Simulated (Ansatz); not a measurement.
# Direct or indirect: CsPbBr3 (Pm-3m)

```
CELL_PARAMETERS angstrom
5.87000 0.00000 0.00000
0.00000 5.87000 0.00000
0.00000 0.00000 5.87000
ATOMIC_POSITIONS crystal
Pb 0.50000 0.50000 0.50000
Cs 0.00000 0.00000 0.00000
Br 0.50000 0.50000 0.00000
Br 0.50000 0.00000 0.50000
Br 0.00000 0.50000 0.50000
```

Method: Ansatz, PBE, independent particles, without spin-orbit coupling, line width 0.15 eV (Gaussian). The band structure gives a fundamental gap of 1.52 eV. The spectrum of vertical transitions near the edge:

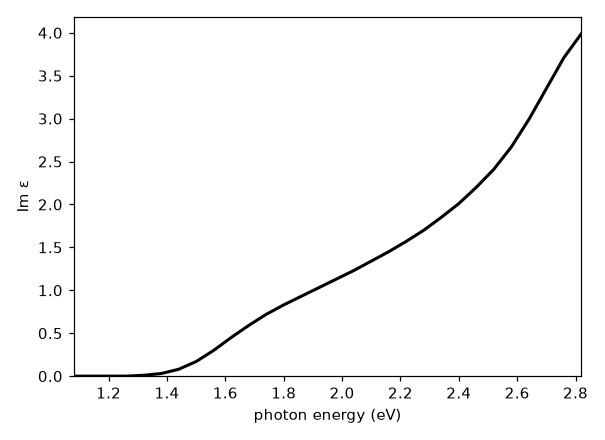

(1) Is the gap direct or indirect, and about where do vertical transitions set in?

## Answers

(1) Direct: the band path has its least direct gap at the fundamental one, 1.52 eV, and the curves rise from there. Lines are broadened by 0.15 eV, which spreads the edge.

[Logs are printed without paths, hosts, clocks, repeated set-up lines and the standing remarks that a program may print on its own settings, such as how far it seeks lower states.]
